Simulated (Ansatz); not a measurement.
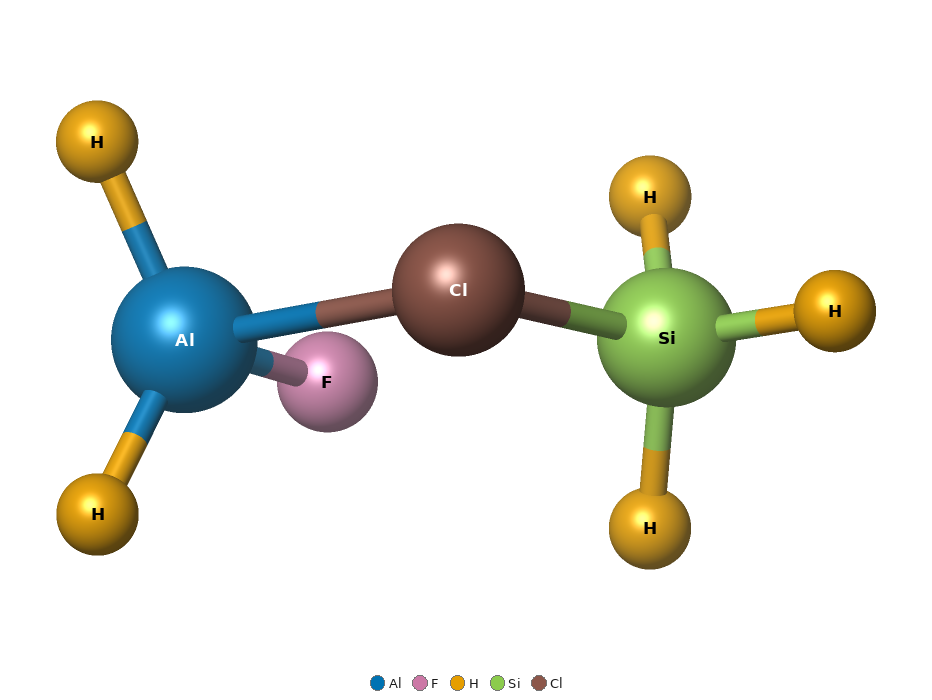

A ball-and-stick model of a molecule.

The geometry was computed by an optimisation with PBE0-D4/def2-TZVP.

Which formula does it have?

AlClFH5Si, 9 atoms: 1 aluminium, 1 chlorine, 1 fluorine, 5 hydrogen and 1 silicon.

How many sets of symmetry-equivalent atoms are there?

7: 1 Al, 1 F, 2 H, 1 Si, 1 Cl, 2 H, 1 H.

Which point group does it belong to?

Cs.

The parts below concern this one geometry. Atoms keep their numbers from picture to picture.

## Vibrations

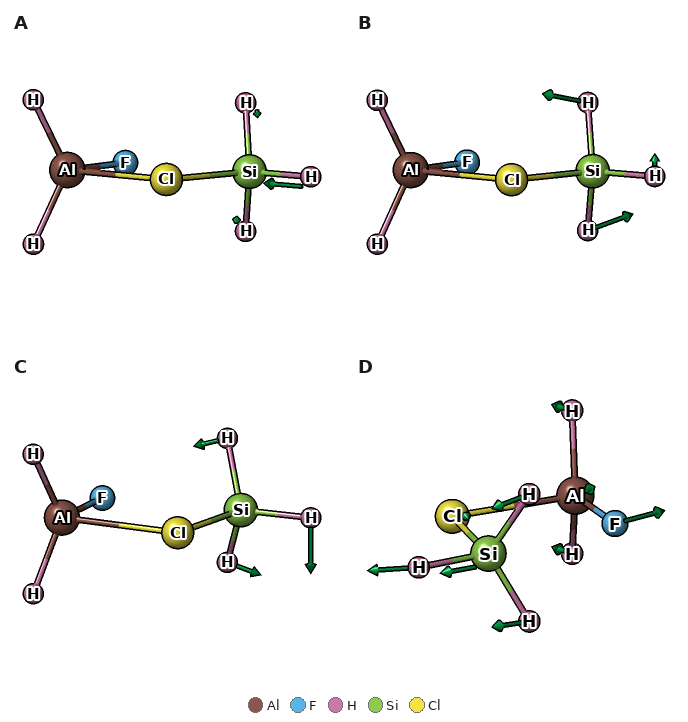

4 normal modes of one molecule or complex, as arrows. Harmonic vibrations computed with RKS PBE0-D4/def2-TZVP (Ansatz 0.2.0) at a stationary point of the same level.

Match the panels to the wavenumbers 105 cm⁻¹, 632 cm⁻¹, 958 cm⁻¹, 2260 cm⁻¹.

A: 2260 cm⁻¹, Si–H stretching
B: 632 cm⁻¹, Cl–Si–H bending
C: 958 cm⁻¹, H–Si–H bending
D: 105 cm⁻¹

## Dipole moment

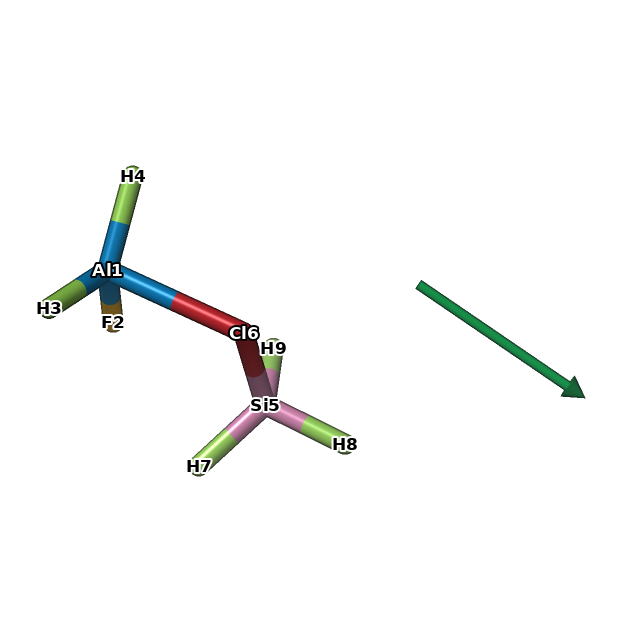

The arrow beside the molecule shows the direction of the dipole moment, from the negative to the positive end (its length means nothing). Method: RKS PBE0-D4/def2-TZVP (Ansatz 0.2.0).

How large is the dipole moment?

2.83 D; it points from the side of H3, H4 to the side of H8 (the outermost atoms at the two ends).

## Electronic properties

Level of theory: RKS BHLYP-D4/def2-TZVPP (Ansatz 0.2.0).

What is the dispersion correction?

−27.0 kJ/mol.
